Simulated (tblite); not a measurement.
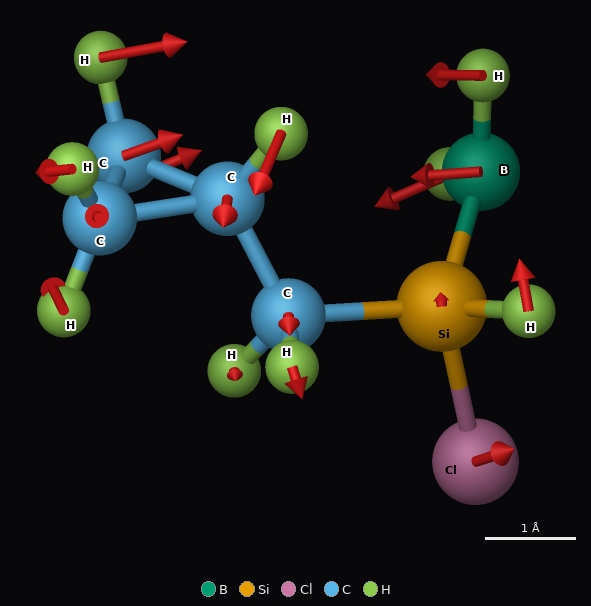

A relaxation of C$_{4}$H$_{10}$BClSi. The starting structure is drawn; red arrows show the displacements, at their true length. The two geometries are superimposed by the best rigid fit.

The picture is a ball-and-stick view, seen at a tilt.

All numbers below come from GFN2-xTB geometry optimisation, gas phase in tblite 0.8.0. 

> Which element moves most?

Hydrogen: up to 1.28 Å, against 0.86 Å for boron.

> Describe the change and its energy.

Over 137 geometry steps the energy falls by 0.757 eV. The atom that moves furthest after the best rigid fit is an H atom (1.28 Å). By element the largest moves are H 1.28 Å, B 0.86 Å, C 0.75 Å, Cl 0.67 Å, Si 0.16 Å. Near-neighbour distances that change, for instance: C–Si 1.825 → 1.926 Å, Cl–Si 2.113 → 2.055 Å, C–H 1.133 → 1.079 Å, C–H 1.141 → 1.091 Å. Bond angles that change, for instance: B–Si–H 108.5° → 119.6°, C–C–C 111.1° → 120.3°, B–Si–C 116.8° → 108.2°. Groups turn about C–C by about 40°, C–Si by about 25°. The run took 0.93 s on 1 thread of Arm Neoverse V2, with other jobs on the host.
